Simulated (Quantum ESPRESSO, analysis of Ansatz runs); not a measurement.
# Migration in Li2SnF6 (P-31m): V_Li hop (4.5 Å), charge −1 (Quantum ESPRESSO), part 2 of 3

How high is the barrier when Li changes place in Li2SnF6 (P-31m)? The case: V_Li hop (4.5 Å), charge −1, in a cell of 72 host atoms with 1 Li taken out.

Quantum ESPRESSO 7.5; Quantum ESPRESSO plane-wave DFT, PBEsol, GBRV 1.5 PBEsol potentials; nudged elastic band between two relaxed defect structures at fixed charge in a uniform background.

So far: Starting point; Relaxation of the start point, charge −1.

**3. Relaxation of the end point, charge −1**

Level of this step: Quantum ESPRESSO plane-wave DFT, PBEsol, GBRV 1.5 PBEsol potentials; relaxation of all atoms of a defect supercell at fixed charge in a uniform background (Quantum ESPRESSO).

The end point is relaxed in the same cell and settings, so that the two energies compare. Atoms more than 3.2 Å from the middle of the hop start where the first relaxation left them, the nearer ones on or close to their ideal places, with small random displacements.

File pw.in:

```
&CONTROL
  calculation = 'relax'
  prefix = 'pwscf'
  outdir = './tmp'
  pseudo_dir = './pseudo'
  tprnfor = .true.
  disk_io = 'low'
  nstep = 70
  forc_conv_thr = 0.00078
  etot_conv_thr = 0.0001
/
&SYSTEM
  ibrav = 0
  nat = 71
  ntyp = 3
  ecutwfc = 40
  ecutrho = 324
  nbnd = 251
  occupations = 'fixed'
  tot_charge = -1
  nosym = .true.
/
&ELECTRONS
  conv_thr = 7d-08
  electron_maxstep = 100
  mixing_beta = 0.5
/
&IONS
  ion_dynamics = 'bfgs'
/
ATOMIC_SPECIES
Li     6.9400 li_pbesol_v1.4.uspp.F.UPF
Sn   118.7100 sn_pbesol_v1.4.uspp.F.UPF
F     18.9984 f_pbesol_v1.4.uspp.F.UPF
CELL_PARAMETERS angstrom
   9.8824569602    0.0000000007    0.0000000000
  -4.9412285801    8.5584588632    0.0000000000
   0.0000000000    0.0000000000    9.1124854425
ATOMIC_POSITIONS crystal
Li     0.3341902274    0.1663795492    0.2510908097
Li     0.1667208375    0.3325648155    0.2511627920
[... 11 atom lines left out ...]
F      0.3362091028    0.3380800398    0.8751996792
[... 6 atom lines left out ...]
Sn    -0.0006821243    0.4988384254    0.0000449612
[... 14 atom lines left out ...]
F      0.0012449703    0.6638537585    0.8753853066
[... 1 atom line left out ...]
Li     0.6666119982    0.3331548478   -0.2510839349
Sn     0.5010863150    0.0002180087   -0.0001974493
F      0.6631943309    0.1631708578    0.1259654949
[... 3 atom lines left out ...]
F      0.4999252320    0.3357182815    0.1260156730
[... 4 atom lines left out ...]
F      0.8354033358    0.3355254177    0.8736484406
[... 3 atom lines left out ...]
F      0.5009964349    0.1643231422    0.8725273058
[... 2 atom lines left out ...]
Sn     0.4998697755    0.4989293765    0.0000136255
[... 2 atom lines left out ...]
F      0.8360593243    0.5006293762    0.1276023432
[... 9 atom lines left out ...]
F      0.6643542053    0.5001020285    0.8739351424
[... 1 atom line left out ...]
F      0.4989084576    0.6638463630    0.8745489653
K_POINTS gamma
```

Command:

```sh
> OMP_NUM_THREADS=1 mpirun -n 4 pw.x -in pw.in > pw.out
```

What it wrote:

```text
[shortened: banners, details of potentials and solvers, and blank lines are left out]
[banner, memory and clock lines left out]
     gamma-point specific algorithms are used
     one sub-group per band group will be used
     bravais-lattice index     =            0
     lattice parameter (alat)  =      18.6751  a.u.
     unit-cell volume          =    5201.0850 (a.u.)^3
     number of atoms/cell      =           71
     number of atomic types    =            3
     number of electrons       =       494.00
     number of Kohn-Sham states=          251
     kinetic-energy cutoff     =      40.0000  Ry
     charge density cutoff     =     324.0000  Ry
     scf convergence threshold =      7.0E-08
     mixing beta               =       0.5000
     number of iterations used =            8  plain     mixing
     energy convergence thresh.=      1.0E-04
     force convergence thresh. =      7.8E-04
     Exchange-correlation= SLA  PW   PSX  PSC
                           (   1   4  10   8   0   0   0)
     nstep                     =           70
     crystal axes: (cart. coord. in units of alat)
               a(1) = (   1.000000   0.000000   0.000000 )
               a(2) = (  -0.500000   0.866025   0.000000 )
               a(3) = (   0.000000   0.000000   0.922087 )
     PseudoPot. # 1 for Li read from file:
     li_pbesol_v1.4.uspp.F.UPF
     Pseudo is Ultrasoft, Zval =  3.0
     PseudoPot. # 2 for Sn read from file:
     sn_pbesol_v1.4.uspp.F.UPF
     Pseudo is Ultrasoft + core correction, Zval = 14.0
[...]
PseudoPot. # 3 for F  read from file:
     f_pbesol_v1.4.uspp.F.UPF
     Pseudo is Ultrasoft, Zval =  7.0
     atomic species   valence    mass     pseudopotential
     Li                3.00     6.94000     Li( 1.00)
     Sn               14.00   118.71000     Sn( 1.00)
     F                 7.00    18.99840     F ( 1.00)
     No symmetry found
     site n.     atom                  positions (alat units)
         1        Li     tau(   1) = (   0.2510005   0.1440889   0.2315276  )
         2        Li     tau(   2) = (   0.0004384   0.2880096   0.2315940  )
         3        Sn     tau(   3) = (   0.0009278  -0.0003784  -0.0016968  )
         4        F      tau(   4) = (   0.0807301   0.1414769   0.1173412  )
         5        F      tau(   5) = (   0.1647258   0.2923640   0.3411217  )
         6        F      tau(   6) = (   0.3361274  -0.0018805   0.1203184  )
         7        F      tau(   7) = (   0.1633186   0.0000634   0.3436449  )
         8        F      tau(   8) = (  -0.1664749   0.2932537   0.1203656  )
[...]
number of k points=     1
                       cart. coord. in units 2pi/alat
        k(    1) = (   0.0000000   0.0000000   0.0000000), wk =   2.0000000
     Dense  grid:   256154 G-vectors     FFT dimensions: ( 108, 108, 100)
     Smooth grid:    88889 G-vectors     FFT dimensions: (  75,  75,  72)
     starting charge     478.2375, renormalised to     494.0000
     Self-consistent Calculation
     iteration #  1     ecut=    40.00 Ry     beta= 0.50
     total energy              =   -3819.94477520 Ry
     estimated scf accuracy    <       5.88008533 Ry
     iteration #  2     ecut=    40.00 Ry     beta= 0.50
     total energy              =   -3821.58232045 Ry
     estimated scf accuracy    <       0.48014572 Ry
     iteration #  3     ecut=    40.00 Ry     beta= 0.50
     total energy              =   -3821.66157010 Ry
     estimated scf accuracy    <       0.05253974 Ry
[...]
[... 110 further cycles ...]
[...]
estimated scf accuracy    <       0.00000029 Ry
     iteration #  4     ecut=    40.00 Ry     beta= 0.50
     total energy              =   -3821.72230960 Ry
     estimated scf accuracy    <       0.00000004 Ry
     iteration #  5     ecut=    40.00 Ry     beta= 0.50
     total energy              =   -3821.72230960 Ry
     estimated scf accuracy    <          2.8E-09 Ry
     iteration #  6     ecut=    40.00 Ry     beta= 0.50
     End of self-consistent calculation
          k = 0.0000 0.0000 0.0000 ( 11133 PWs)   bands (ev):
   -38.3437 -38.3258 -38.3193 -38.3186 -38.3085 -38.3062 -38.3056 -38.2984
   -38.2529 -38.2512 -38.2501 -38.2102 -38.0203 -38.0197 -38.0186 -19.1399
   -19.1382 -19.0674 -19.0655 -19.0628 -19.0396 -19.0378 -19.0215 -18.9962
   -18.9946 -18.9820 -18.9732 -18.9728 -18.9606 -18.9558 -18.9543 -18.9441
   -18.6985 -18.6921 -18.6470 -18.6457 -18.5118 -18.4611 -18.4605 -18.4085
   -18.3599 -18.3595 -18.3026 -18.2193 -18.2183 -18.1910 -18.1906 -18.1693
   -18.1550 -18.1418 -18.1190 -18.1187 -18.0896 -18.0480 -18.0472 -18.0115
   -18.0109 -17.9959 -17.9319 -17.9309 -17.9299 -17.8697 -17.8682 -16.6108
[...]
highest occupied, lowest unoccupied level (ev):     1.9305    6.9746
!    total energy              =   -3821.72230961 Ry
     estimated scf accuracy    <          4.7E-10 Ry
     The total energy is the sum of the following terms:
     one-electron contribution =   -1735.87060434 Ry
     hartree contribution      =    1145.02963780 Ry
     xc contribution           =    -836.70489323 Ry
     ewald contribution        =   -2394.17644985 Ry
     convergence has been achieved in   6 iterations
     Forces acting on atoms (cartesian axes, Ry/au):
     atom    1 type  1   force =     0.00034034    0.00010807   -0.00001004
     atom    2 type  1   force =     0.00003332   -0.00018797    0.00004951
     atom    3 type  2   force =    -0.00003053    0.00002659    0.00029772
     atom    4 type  3   force =     0.00040635    0.00011780   -0.00015161
     atom    5 type  3   force =     0.00008848    0.00020154   -0.00051903
     atom    6 type  3   force =     0.00047899   -0.00005057    0.00021871
     atom    7 type  3   force =     0.00034572    0.00015454   -0.00002710
     atom    8 type  3   force =    -0.00035068    0.00089933   -0.00006389
[...]
Total force =     0.004114     Total SCF correction =     0.000093
     Energy error            =      4.0E-05 Ry
     Gradient error          =      9.0E-04 Ry/Bohr
     number of scf cycles    =  18
     number of bfgs steps    =  17
     energy             old  =   -3821.7222693625 Ry
     energy             new  =   -3821.7223096052 Ry
     CASE: energy            _new < energy            _old
     new trust radius        =       0.0042253078 bohr
     new conv_thr            =       0.0000000007 Ry
ATOMIC_POSITIONS (crystal)
Li               0.3523496787        0.1761073029        0.2501607269
Li               0.1660938645        0.3322988071        0.2500199679
Sn              -0.0000131519       -0.0001515368        0.0019782440
F                0.1636913817        0.1637618919        0.1274190589
F                0.3353219555        0.3369964348        0.3743672038
F                0.3355459798       -0.0017790466        0.1258257433
F                0.1638126971       -0.0001541319        0.3729614632
F                0.0015347859        0.3369814605        0.1258467456
[...]
Self-consistent Calculation
     iteration #  1     ecut=    40.00 Ry     beta= 0.50
     total energy              =   -3821.72233506 Ry
     estimated scf accuracy    <       0.00001404 Ry
     iteration #  2     ecut=    40.00 Ry     beta= 0.50
     total energy              =   -3821.72233571 Ry
     estimated scf accuracy    <       0.00000186 Ry
     iteration #  3     ecut=    40.00 Ry     beta= 0.50
     total energy              =   -3821.72233595 Ry
     estimated scf accuracy    <       0.00000019 Ry
     iteration #  4     ecut=    40.00 Ry     beta= 0.50
     total energy              =   -3821.72233600 Ry
     estimated scf accuracy    <       0.00000002 Ry
     iteration #  5     ecut=    40.00 Ry     beta= 0.50
     total energy              =   -3821.72233600 Ry
     estimated scf accuracy    <          2.1E-09 Ry
     iteration #  6     ecut=    40.00 Ry     beta= 0.50
     End of self-consistent calculation
          k = 0.0000 0.0000 0.0000 ( 11133 PWs)   bands (ev):
   -38.3379 -38.3276 -38.3202 -38.3194 -38.3120 -38.3050 -38.3047 -38.2984
   -38.2548 -38.2529 -38.2526 -38.2163 -38.0208 -38.0207 -38.0206 -19.1395
   -19.1385 -19.0669 -19.0658 -19.0622 -19.0390 -19.0384 -19.0222 -18.9951
   -18.9947 -18.9827 -18.9734 -18.9731 -18.9594 -18.9574 -18.9566 -18.9457
   -18.6988 -18.6926 -18.6467 -18.6465 -18.5121 -18.4614 -18.4613 -18.4096
   -18.3602 -18.3599 -18.3037 -18.2211 -18.2206 -18.1915 -18.1911 -18.1709
   -18.1543 -18.1432 -18.1193 -18.1192 -18.0897 -18.0493 -18.0490 -18.0135
   -18.0131 -17.9953 -17.9291 -17.9290 -17.9287 -17.8668 -17.8663 -16.6106
[...]
highest occupied, lowest unoccupied level (ev):     1.9316    6.9765
!    total energy              =   -3821.72233600 Ry
     estimated scf accuracy    <          2.8E-10 Ry
     The total energy is the sum of the following terms:
     one-electron contribution =   -1736.01958216 Ry
     hartree contribution      =    1145.10741252 Ry
     xc contribution           =    -836.70787749 Ry
     ewald contribution        =   -2394.10228888 Ry
     convergence has been achieved in   6 iterations
     Forces acting on atoms (cartesian axes, Ry/au):
     atom    1 type  1   force =     0.00035953    0.00015982   -0.00001895
     atom    2 type  1   force =     0.00004212   -0.00021375    0.00002575
     atom    3 type  2   force =     0.00001031    0.00001345    0.00017049
     atom    4 type  3   force =     0.00037284    0.00011098   -0.00014309
     atom    5 type  3   force =     0.00003001    0.00013824   -0.00050305
     atom    6 type  3   force =     0.00020975   -0.00007327    0.00032762
     atom    7 type  3   force =     0.00025830    0.00013165    0.00002348
     atom    8 type  3   force =    -0.00011400    0.00043453    0.00021346
[...]
Total force =     0.003177     Total SCF correction =     0.000076
     Energy error            =      2.6E-05 Ry
     Gradient error          =      5.8E-04 Ry/Bohr
     bfgs converged in  19 scf cycles and  18 bfgs steps
     (criteria: energy <  1.0E-04 Ry, force <  7.8E-04 Ry/Bohr)
     End of BFGS Geometry Optimization
     Final energy             =   -3821.7223360041 Ry
Begin final coordinates
ATOMIC_POSITIONS (crystal)
Li               0.3523496787        0.1761073029        0.2501607269
Li               0.1660938645        0.3322988071        0.2500199679
Sn              -0.0000131519       -0.0001515368        0.0019782440
F                0.1636913817        0.1637618919        0.1274190589
F                0.3353219555        0.3369964348        0.3743672038
F                0.3355459798       -0.0017790466        0.1258257433
F                0.1638126971       -0.0001541319        0.3729614632
F                0.0015347859        0.3369814605        0.1258467456
[...]
End final coordinates
```

The job ended after 8.7 min (4 MPI ranks of Arm Neoverse V2, shared host; peak memory 1.3 GiB; 35 min of CPU time).

Relaxation path:

| step | energy less that of the first step (eV) |
| --- | --- |
| 0 | 0.0000 |
| 1 | -0.3584 |
| 2 | -0.4642 |
| 3 | -0.5432 |
| 4 | -0.6151 |
| 5 | -0.6648 |
| 6 | -0.6884 |
| 7 | -0.7145 |
| 8 | -0.7264 |
| 9 | -0.7314 |
| 10 | -0.7368 |
| 11 | -0.7425 |
| 12 | -0.7450 |
| 13 | -0.7464 |
| 14 | -0.7475 |
| 15 | -0.7486 |
| 16 | -0.7498 |
| 17 | -0.7503 |
| 18 | -0.7507 |

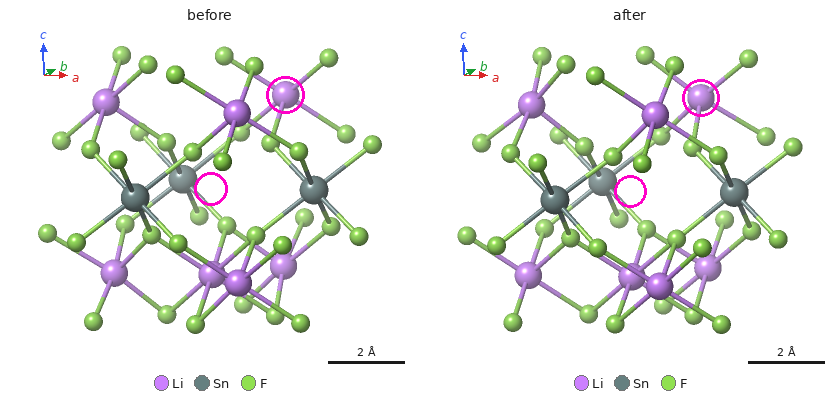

Before and after: the atoms that start within 5 Å of the centre. Li54, which moves most, is ringed if it is among them. A ring with no atom in it marks the middle of the ideal hop.

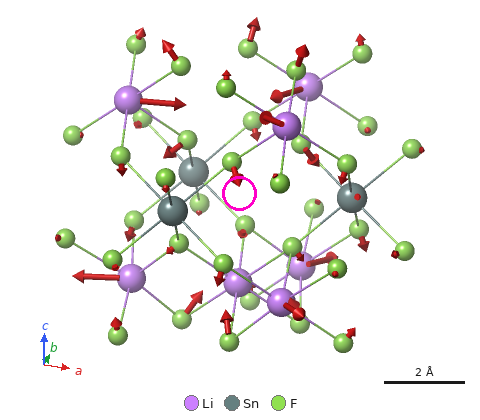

Displacements in the relaxation near the centre, exaggerated; the longest in the cell stands for 0.17 Å. A ring marks the middle of the ideal hop wherever no atom is near it.

The atoms that moved most (Å):

| atom | dx | dy | dz | length |
| --- | --- | --- | --- | --- |
| Li54 | -0.003 | -0.172 | -0.006 | 0.172 |
| Li37 | -0.149 | 0.085 | -0.004 | 0.172 |
| Li63 | 0.000 | 0.170 | -0.001 | 0.170 |
| Li10 | -0.137 | -0.082 | 0.001 | 0.159 |
| Li46 | 0.133 | -0.082 | -0.009 | 0.157 |
| Li1 | 0.131 | 0.083 | -0.008 | 0.156 |
| F41 | 0.051 | -0.031 | 0.082 | 0.102 |
| F68 | 0.006 | -0.055 | 0.080 | 0.097 |

Neighbours of Li38 at the end:

| atom | distance (Å) |
| --- | --- |
| F52 | 2.005 |
| F68 | 2.005 |
| F48 | 2.005 |
| F69 | 2.009 |
| F49 | 2.009 |
| F53 | 2.009 |
| Li10 | 2.853 |
| Li63 | 2.853 |
| Li46 | 2.854 |

This step gave:

```
highest filled level                                                                              : 1.932 eV
lowest empty level                                                                                : 6.977 eV
r.m.s. move of the farther half of the atoms                                                      : 0.01589 Å
largest move from the ideal geometry of this structure, a common shift of the far atoms taken out : 0.1631 Å
```

The relaxation gained 0.751 eV and ended with a largest force component of 0.015 eV/Å. The end lies within 1 meV of the start.

[end of part 2 of 3]

[Logs are printed without paths, hosts, clocks, repeated set-up lines and the standing remarks that a program may print on its own settings, such as how far it seeks lower states.]

[Hosts, paths, dates, database ids (printed as entryN), source tags and the programs' standing remarks are cut or masked in the printed files.]
